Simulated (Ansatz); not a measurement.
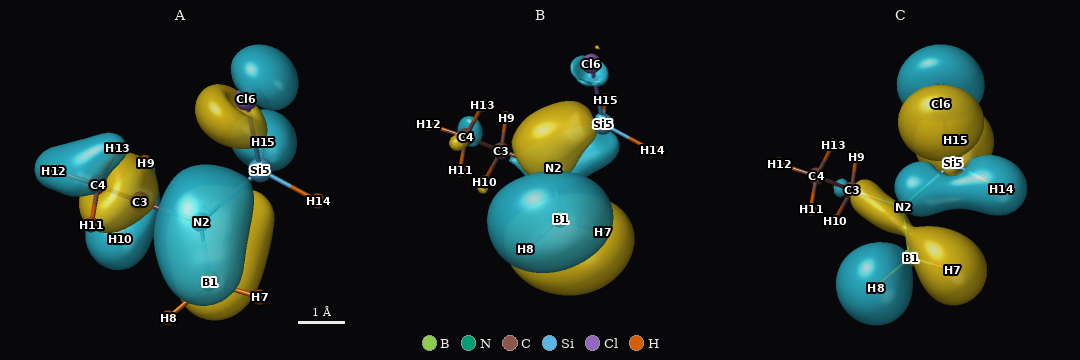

*C₂H₉BClNSi (SMILES BN(CC)[SiH2]Cl). Three frontier orbitals at ±0.08 Å⁻³ᐟ² (yellow and cyan are the two phases), in no order.*

Geometry: PBE0-D4/def2-TZVP.

All numbers below come from RKS PBE0-D4/def2-TZVPP (Ansatz 0.2.0).

The calculation's input:

```
crystal:
  periodic: [false, false, false]
  atoms:
    - {symbol: B, position_ang: [-1.142745, -1.301609, -0.659483]}
    - {symbol: N, position_ang: [-0.594277, -0.091648, -0.216727]}
    - {symbol: C, position_ang: [0.108782, -0.010414, 1.071875]}
    - {symbol: C, position_ang: [1.541098, -0.498040, 0.982281]}
    - {symbol: Si, position_ang: [-0.748936, 1.357981, -1.152274]}
    - {symbol: Cl, position_ang: [1.087151, 2.028748, -1.804043]}
    - {symbol: H, position_ang: [-1.678690, -1.347354, -1.728209]}
    - {symbol: H, position_ang: [-1.073794, -2.267698, 0.047083]}
    - {symbol: H, position_ang: [0.088214, 1.026033, 1.426879]}
    - {symbol: H, position_ang: [-0.445930, -0.604489, 1.802120]}
    - {symbol: H, position_ang: [1.567361, -1.541942, 0.661864]}
    - {symbol: H, position_ang: [2.028468, -0.427250, 1.957566]}
    - {symbol: H, position_ang: [2.114432, 0.093770, 0.266768]}
    - {symbol: H, position_ang: [-1.591241, 1.091697, -2.332451]}
    - {symbol: H, position_ang: [-1.281592, 2.441514, -0.294051]}
basis:
  gaussian: {orbitals: def2-TZVPP}
hamiltonian: {xc: pbe0, dispersion: d4}
output: {orbitals: {seedname: orbitals}}
```

Launched as:

```sh
ansatz run in.yaml --threads 4 --pin off --events-out ev --progress --plain --max-ram 11315MiB
```

Question: Order the three orbitals by energy and name them.

Answer: C is the HOMO−1 (−8.80 eV). It lies mainly on Cl6 (about 35 %), B1 (about 15 %), H8 (about 10 %), Si5 (about 10 %), H15 (about 10 %) and H7 (about 10 %). A is the HOMO (−8.31 eV). Its weight (Hirshfeld) is mainly on N2 (about 40 %), B1 (about 15 %), C3 (about 10 %), Cl6 (about 10 %) and C4 (about 10 %). B is the LUMO (−0.46 eV). It lies mainly on B1 (about 55 %), N2 (about 15 %), H8 (about 10 %) and H7 (about 5 %).

Question: What is the HOMO–LUMO gap?

Answer: 7.85 eV between the orbital energies.
